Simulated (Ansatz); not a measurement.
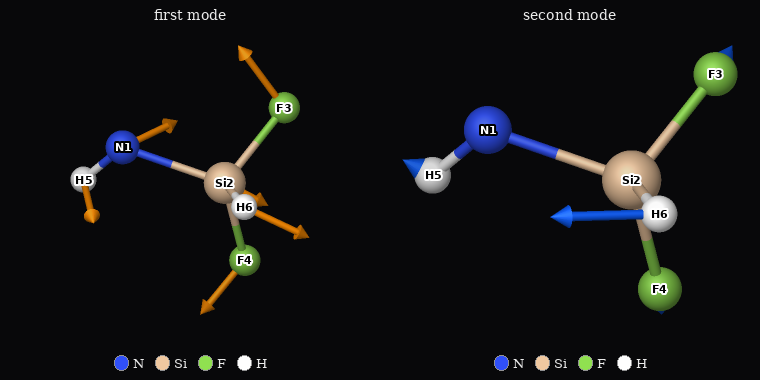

The system is F₂H₂NSi, SMILES [NH][SiH](F)F, spin multiplicity 2; the picture shows the reference structure; its two panels give the patterns of the first and the second mode as arrows. 
- The first coordinate is: normal mode 3 (302 cm⁻¹); the second: normal mode 7 (824 cm⁻¹).
- Nothing is relaxed (straight displacements along the two mass-weighted modes).
- The grid has 11 × 11 points.
- Energies: eV, counted from the lowest grid point.
- All numbers below come from Ansatz 0.2.0, UKS PBE0-D4/def2-SVP.

Its coordinates:

```xyz
6

N    -0.0702    1.0898   -0.8092
Si    0.1775   -0.2173    0.3099
F     1.5710   -0.9202   -0.0783
F    -0.9521   -1.3676    0.2271
H    -0.9187    1.0504   -1.3858
H     0.2347    0.3008    1.6900
```

Range: normal mode 3 (302 cm⁻¹) from −1.339 to 1.339 amu½·Å; normal mode 7 (824 cm⁻¹) from −0.490 to 0.490 amu½·Å.

Question: What will the energy surface look like?

Answer: The lowest grid point is at normal mode 3 (302 cm⁻¹) = 0.000 amu½·Å, normal mode 7 (824 cm⁻¹) = 0.000 amu½·Å. It is the only kind of minimum in the scanned range. The highest grid point, normal mode 3 (302 cm⁻¹) = −1.339 amu½·Å, normal mode 7 (824 cm⁻¹) = 0.490 amu½·Å, lies 0.708 eV above the lowest.

```csv
"normal mode 7 (824 cm⁻¹) ↓, normal mode 3 (302 cm⁻¹) →",−1.339,−1.072,−0.804,−0.536,−0.268,0.000,0.268,0.536,0.804,1.072,1.339
0.490,0.708,0.551,0.434,0.355,0.307,0.289,0.298,0.335,0.401,0.498,0.630
0.392,0.591,0.437,0.324,0.247,0.202,0.186,0.196,0.234,0.300,0.397,0.529
0.294,0.498,0.347,0.237,0.163,0.120,0.105,0.117,0.155,0.221,0.317,0.448
0.196,0.428,0.280,0.173,0.102,0.061,0.047,0.059,0.097,0.162,0.257,0.386
0.098,0.382,0.237,0.133,0.064,0.025,0.012,0.024,0.061,0.125,0.218,0.344
0.000,0.360,0.219,0.117,0.050,0.012,0.000,0.012,0.048,0.110,0.201,0.324
−0.098,0.363,0.225,0.126,0.061,0.024,0.012,0.024,0.058,0.118,0.206,0.325
−0.196,0.391,0.256,0.160,0.097,0.061,0.049,0.060,0.093,0.150,0.234,0.349
−0.294,0.445,0.314,0.220,0.159,0.124,0.113,0.122,0.153,0.207,0.287,0.398
−0.392,0.526,0.399,0.308,0.249,0.216,0.204,0.212,0.241,0.291,0.367,0.472
−0.490,0.637,0.513,0.426,0.369,0.336,0.324,0.331,0.357,0.404,0.475,0.575
```

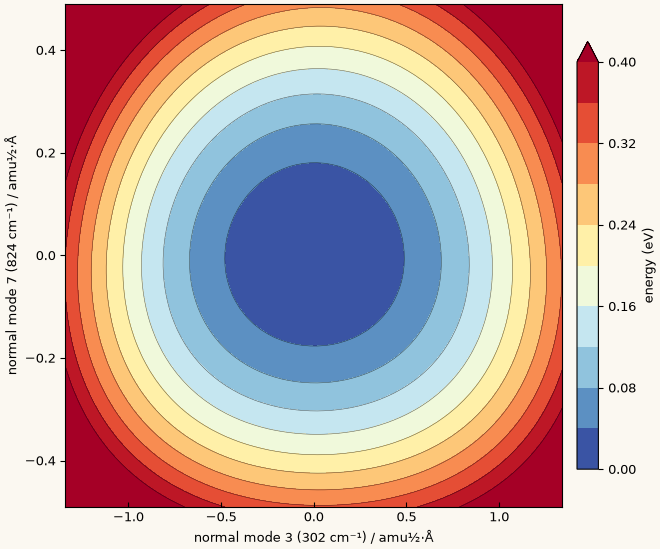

The picture shows filled contours, one colour for all values above the top of the scale. Between grid points the surface is interpolated.

Each point was launched as `ansatz run input.yaml --threads 1 --pin off --max-ram 2560MiB --backend cpu --events-out ev --progress --plain --runs-dir out`. Time for the 121 points that were run: 8.5 min on 1 thread of Intel(R) Xeon(R) 6975P-C (Granite Rapids) (shared host).
